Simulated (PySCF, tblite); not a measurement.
**BH6O4Si−, a fragment of a glass network (dimer): NMR shifts, core binding energies and electronic excitations**

What NMR shifts, core binding energies and electronic excitations should one expect for `O[B-](O)(O)O[SiH3]`? It is drawn as: Si B4, H ends, O bridges.

Computed with tblite 0.8.0 and PySCF 2.14.0; each step states its level. No surroundings beyond the atoms listed, unless a continuum is named. Atoms count from 0, parts from 1.

### Step 1. Starting point

12 atoms, charge -1, multiplicity 1; geometry: distance geometry start.

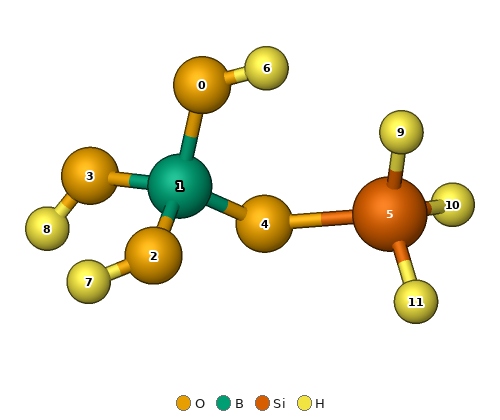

The starting geometry (oxygen amber, boron teal, silicon orange, hydrogen yellow), atoms numbered.

### Step 2. Relaxing the cluster with GFN2-xTB

Job settings and geometry (Å):

```
{"job": {"kind": "relax", "xc": "GFN2-xTB", "basis": "xTB"}, "charge": -1, "multiplicity": 1}
O     -0.612058     0.329236     2.170876
B     -0.080069     0.857027     0.856482
O     -0.639296     2.222160     0.633024
O      1.429618     0.970598     0.969873
O     -0.423942    -0.036985    -0.249697
Si    -1.984992    -0.828991    -0.453019
H     -1.476355    -0.095100     2.247472
H     -0.160032     3.052991     0.686063
H      1.977364     1.531801     0.434570
H     -2.613482    -0.970958     0.798187
H     -1.809209    -2.101061    -1.091108
H     -2.801365    -0.008922    -1.274149
```

Method: GFN2-xTB geometry optimisation, gas phase.

Command:

```bash
$ OMP_NUM_THREADS=1 python cluster_run.py task.json out
```

One launch serves the whole session: the jobs run in the order shown.

**Question.** The jobs that follow are: PBE0-D3(BJ)/def2-SVP geometry optimisation, gas phase; GIAO PBE0/aug-pcSseg-2 NMR shielding, non-relativistic, gas phase; delta-SCF UKS SCAN, aug-pcX-2 on the ionised atom, aug-pcseg-1 elsewhere, spin-free X2C; TDDFT CAM-B3LYP/def2-SVPD, vertical, gas phase, core orbitals frozen in the response. Predict: point group; rotational constants (main isotopes); shieldings of H, O (PBE0/aug-pcSseg-2); O1s binding energies, SCAN/aug-pcX-2 (standing for 3 of 4 atoms); B1s binding energies, SCAN/aug-pcX-2; Si2p binding energies, SCAN/aug-pcX-2; lowest singlet (CAM-B3LYP/def2-SVPD); brightest single state of those computed; lowest triplet; vertical ionisation energy (ΔSCF).

The runs gave:

| quantity | value |
| --- | --- |
| point group | C1 |
| rotational constants (main isotopes) | 4.82, 2.01, 1.93 GHz |
| shieldings of H, O (PBE0/aug-pcSseg-2) | H9 26.3, H10 26.3, H11 26.6, H6 30.6, H8 31.6, H7 31.7, O0 238.0, O4 245.0 ppm and more |
| O1s binding energies, SCAN/aug-pcX-2 (standing for 3 of 4 atoms) | O2 532.99, O0 532.91, O4 532.00 eV |
| B1s binding energies, SCAN/aug-pcX-2 | B1 192.44 eV |
| Si2p binding energies, SCAN/aug-pcX-2 | Si5 102.52 eV |
| lowest singlet (CAM-B3LYP/def2-SVPD) | 6.15 eV (202 nm), f = 0.009 |
| brightest single state of those computed | state 3, 6.66 eV, f = 0.063 |
| lowest triplet | 5.99 eV |
| vertical ionisation energy (ΔSCF) | 5.36 eV |

The start of the PBE0/def2-SVP relaxation was shaken at random by about 0.01 Å, so part of the energy gained, and of the first lengths quoted, undoes that. Over 25 steps the energy fell by 0.410 eV; of the close pairs, O4–Si5 changed most, 1.549 to 1.644 Å (PBE0/def2-SVP). Hydrogens of an XH3 group are listed apart at this fixed geometry; free rotation makes them one line at their mean. At PBE0/aug-pcSseg-2: The widest tensor belongs to Si5: span 180 ppm, with a paramagnetic part of -436 ppm. At SCAN/aug-pcX-2: O2 (oxygen bonded to B, H) binds its O1s electron 1.00 eV more tightly than O4 (oxygen bonded to B, Si). Only 3 of the 4 O atoms are covered by sound results. The lowest singlet, at 6.15 eV, is HOMO→LUMO 0.83 and is weak; of the 6 states computed, the strongest absorption comes from state 3 at 6.66 eV. The lowest triplet lies 0.16 eV below the lowest singlet (triplets in Tamm-Dancoff, singlets in full TDDFT). In the gas-phase run even the lowest singlet lies above the computed detachment energy of this anion, so its states are not to be taken as bound. At CAM-B3LYP/def2-SVPD, all states lie near or above the ionisation energy, where they hang on the basis. The orbital energy would give 4.57 eV for ionisation, ΔSCF gives 5.36 eV. A capped cluster stands for the solid here, so long-range fields and strain are missing, and bands or shifts of the capping hydrogens have no counterpart in it.
